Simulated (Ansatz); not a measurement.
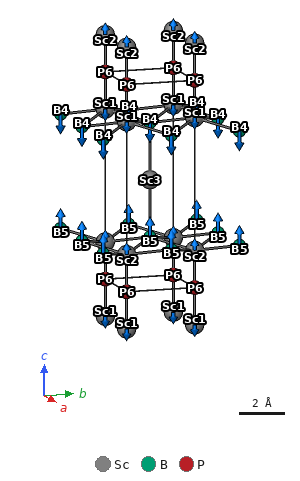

This is a relaxation of a crystal of Sc3B2P (a generated structure, set up in Cmmm) (coarse preliminary run). The starting structure is drawn; blue arrows show the displacements (the part carried along by the change of the cell is left out), at their true length.

The picture is a ball-and-stick view of the cell of the calculation, seen slightly off an axis.

All numbers below come from Ansatz, DFT PBE, scalar-relativistic, plane waves, PAW.

Input file:
```yaml
crystal:
  lattice:
    - [2.24994966, -2.28998535, 0.0]
    - [2.24994966, 2.28998535, 0.0]
    - [0.0, 0.0, 9.44223226]
  atoms:
    - { symbol: Sc, position: [0.0, 0.0, 0.82039935] }
    - { symbol: Sc, position: [0.0, 0.0, 0.17960065] }
    - { symbol: Sc, position: [0.5, 0.5, 0.5] }
    - { symbol: B, position: [0.5, 0.5, 0.7758024] }
    - { symbol: B, position: [0.5, 0.5, 0.2241976] }
    - { symbol: P, position: [0.0, 0.0, 0.0] }
basis:
  ecutwfc: 420
kpoints:
  mp_grid: { grid: [6, 6, 2] }
hamiltonian:
  xc: pbe
scf:
  occupations: { method: gaussian, width: 0.1 }
  lower_state_search: "off"
output:
  forces: true
  stress: true
  eigenvalues: true
relax:
  adjacent_minimum: "off"
  f_tol: 0.04
  max_steps: 70
  cell: { stress_tol: 0.4 }
```

Run as
```bash
ansatz run input.yaml --threads 1 --pin off --max-ram 2560MiB --backend cpu --events-out ev --progress --plain --runs-dir out
```

Which element moves most?

Answer. Boron: up to 0.94 Å, against 0.57 Å for scandium.

What did the optimiser do to the structure, and how much energy did it gain?

Answer. The largest moves relative to the cell, 0.94 Å, are those of B4 and B5. B5 goes along +c. By element the largest moves are B 0.94 Å, Sc 0.57 Å. P stays in place. The drawn cell changes as follows: a = b 3.210 → 3.143 Å (−2.1 %), c 9.442 → 11.469 Å (+21.5 %), γ 91.0° → 90.0°; the volume changes by +16.4 %. Near-neighbour distances that change, for instance: Sc1–Sc2 3.392 → 5.257 Å, Sc1–P6 1.696 → 2.628 Å, Sc3–B4 2.604 → 2.225 Å, Sc1–B4 2.289 → 2.390 Å. Bond angles that change, for instance: B5–Sc2–B5 158.8° → 136.7°, Sc1–B4–Sc1 158.8° → 136.7°, B5–Sc2–P6 100.4° → 111.6°. The space group (tolerance 0.01 Å) goes from Cmmm (No. 65) to P4/mmm (No. 123). The energy falls by 2546 meV per atom in 15 accepted moves (17 points after the start). Largest force component: 22 eV/Å at the start, 0.0029 eV/Å at the end. Pressure: 44.57 GPa at the start and 0.05 GPa at the end. At 2 points the geometry stayed and the basis and grid were re-selected for the new cell (energy shift of 6.5 meV per atom at most each time).
